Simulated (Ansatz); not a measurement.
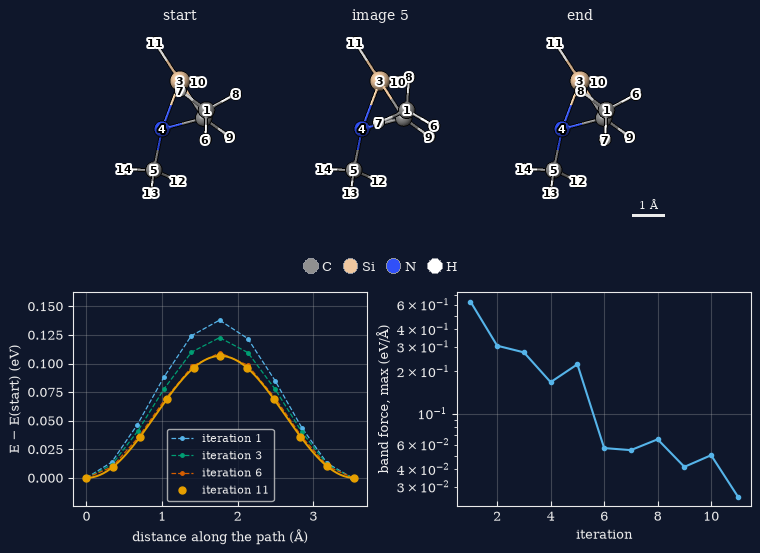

NEB run on C₃H₉NSi. Images are numbered from 0 (start) to 10 (end). The plot follows the band through its iterations. A ball-and-stick model, seen from a free direction.

Theory: Ansatz 0.2.0, RKS PBE0-D4/6-31G. Set-up: 9 movable images; climbing image; force threshold 0.05 eV/Å; iteration limit 39; optimiser L-BFGS; largest step 0.02 Å; starting path by image-dependent pair potential.

### Judge this run.

The run is converged, with reservations. The band converged in 11 iterations. The largest component of the band force went from 0.63 to 0.026 eV/Å. The climbing image converged on the top of the path. Its curvatures weren't checked. The step length is far from the usual. The first iteration put the highest image at 0.138 eV. The two ends have the same energy, and the highest point, image 5, lies 0.107 eV above the start.

The run took 6.7 min on 1 thread of Arm Neoverse V1, with other jobs on the host, peak memory 0.16 GiB.
